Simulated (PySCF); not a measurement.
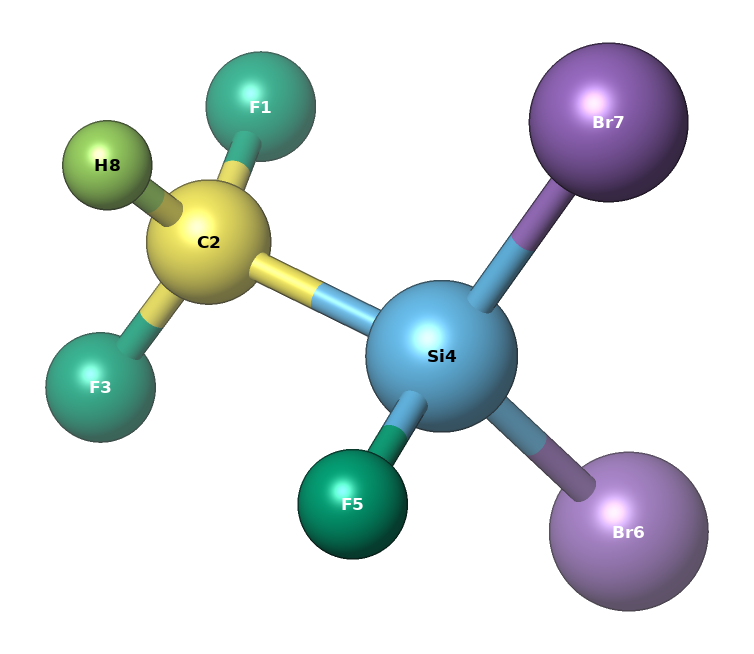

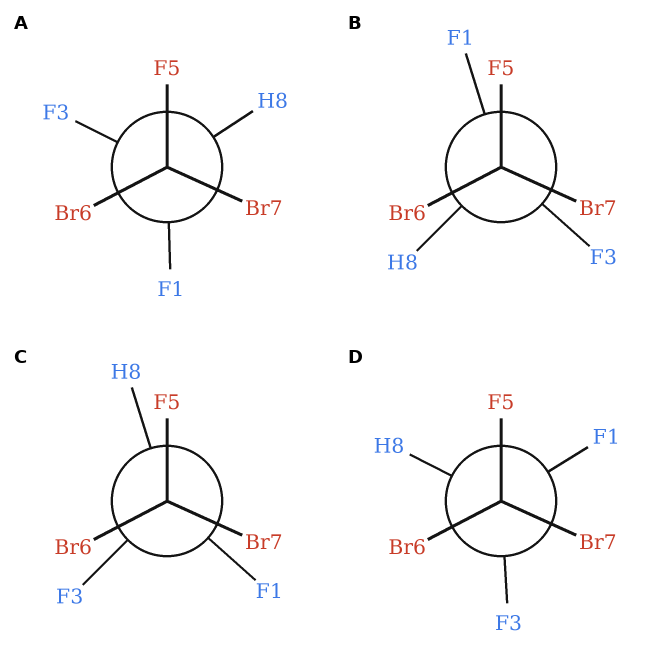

Distant atoms are faded towards the background colour. Bonds that would overlap in a projection are set slightly apart. The computed structure is the end point of a GFN2-xTB optimisation. No frequency run is at hand to confirm it as a minimum.

Question: Which Newman projection shows the view along Si4–C2, with Si4 in front?

Answer: A. The torsion angle Br6–Si4–C2–F1 is −64°, synclinal (gauche).
